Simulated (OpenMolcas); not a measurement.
# BF (SMILES [B]F): PW91/aug-pcseg-1

Aim: the vertical ionisation energy of BF at PW91/aug-pcseg-1, from 2 runs. 

The calculation is run with OpenMolcas 26.06.

### Step 1. The system as given

BF: 2 atoms, total charge 0, spin state singlet. SMILES: `[B]F`. Geometry: relaxed at PBE0-D4/def2-TZVP.

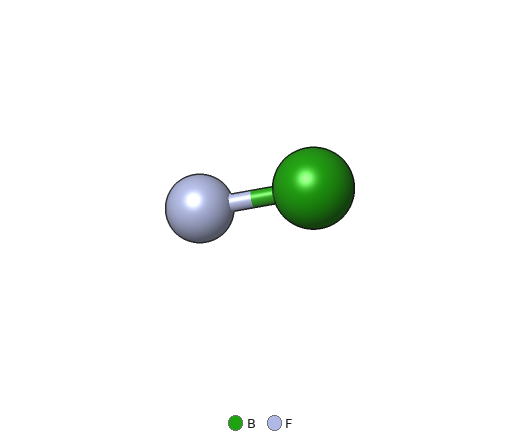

The structure, seen from a chosen angle (boron green, fluorine light blue).

### Step 2. The energy at PW91/aug-pcseg-1

Input file job.input:

```
* BF Kohn-Sham DFT
>>> EXPORT MOLCAS_PRINT=2

&gateway
 baslib=$CurrDir
 coord
 2
 angstrom
 B        0.000000       0.000000      -0.009350
 F        0.000000       0.000000       1.253740
 basis=aug-pcseg-1
 group=NoSym

&seward

&scf
 ksdft=2
 1.0 GGA_X_PW91
 1.0 GGA_C_PW91
 prorbitals=1 1
```

The basis set aug-pcseg-1 is read from a file made from the Basis Set Exchange's data (not shown).

Run with:

```
$ export MOLCAS_MEM=1860
$ pymolcas job.input > job.log
```

Standard output:

```text
--- Start Module: gateway ---
[...]
--- Stop Module: gateway /rc=_RC_ALL_IS_WELL_ ---
--- Start Module: seward ---
[...]
      Basis functions           46
--- Stop Module: seward /rc=_RC_ALL_IS_WELL_ ---
--- Start Module: scf ---
[...]
       Convergence after  10 Iterations
[...]
::    Total KS-DFT energy                            -124.5939434133
[...]
      Total spin, S                                     0.0000000000
[...]
      Total electronic charge=   14.000000
      Total            charge=   -0.000000
[...]
      Dipole Moment (debye):
      Origin of the operator (angstrom)=    0.0000    0.0000    0.7903
                   X=  1.1211E-14               Y= -1.3218E-14               Z=  1.0440E+00           Total=  1.0440E+00
      Quadrupole Moment (debye*angstrom):
[...]
--- Stop Module: scf /rc=_RC_ALL_IS_WELL_ ---
[...]
```

Wall time 2.5 s (1 thread of Arm Neoverse V1, shared host); peak memory 0.38 GiB.

### Step 3. The doublet cation

Input file job.input:

```
&GATEWAY
  BasLib = $CurrDir
  Coord
  2
  angstrom
  B        0.000000       0.000000      -0.009350
  F        0.000000       0.000000       1.253740
  Basis = aug-pcseg-1
  Group = NoSym

&SEWARD

&SCF
  UHF
  Charge = 1
  Spin = 2
  KSDFT = 2
  1.0 GGA_X_PW91
  1.0 GGA_C_PW91
  PrOrbitals = 1 1
```

The basis set aug-pcseg-1 is read from a file made from the Basis Set Exchange's data (not shown).

Run with:

```
$ export MOLCAS_MEM=1860
$ pymolcas job.input > job.log
```

Standard output:

```text
--- Start Module: gateway ---
[...]
--- Stop Module: gateway /rc=_RC_ALL_IS_WELL_ ---
--- Start Module: seward ---
[...]
      Basis functions           46
--- Stop Module: seward /rc=_RC_ALL_IS_WELL_ ---
--- Start Module: scf ---
[...]
       Convergence after  15 Iterations
[...]
::    Total KS-DFT energy                            -124.1898400546
[...]
      Total spin, S                                     0.5019704966
[...]
      Total electronic charge=   13.000000
      Total            charge=    1.000000
[...]
      Dipole Moment (debye):
      Origin of the operator (angstrom)=    0.0000    0.0000    0.7903
                   X=  1.4831E-16               Y=  3.6265E-16               Z= -3.4792E+00           Total=  3.4792E+00
      Center of Charge (angstrom)
[...]
--- Stop Module: scf /rc=_RC_ALL_IS_WELL_ ---
[...]
```

Wall time 3.9 s (1 thread of Arm Neoverse V1, shared host); peak memory 0.38 GiB.

### Step 4. Outcome

At PW91/aug-pcseg-1:

```
                                          quantity          value
                          singlet BF: total energy  -124.59394 Eh
                         singlet BF: dipole moment         1.04 D
                           singlet BF: HOMO energy       -6.86 eV
                           singlet BF: LUMO energy       -2.23 eV
                         singlet BF: HOMO–LUMO gap        4.63 eV
                      doublet cation: total energy  -124.18984 Eh
doublet cation: HOMO energy (highest over α and β)      -18.29 eV
 doublet cation: LUMO energy (lowest over α and β)      -15.01 eV
                              doublet cation: ⟨S²⟩          0.754
vertical ionisation energy (to the doublet cation)      10.996 eV
```

What this shows: The vertical ionisation energy comes to 11.00 eV (1061 kJ/mol). The negative HOMO energy of the first species, 6.86 eV, lies 4.14 eV below that difference.
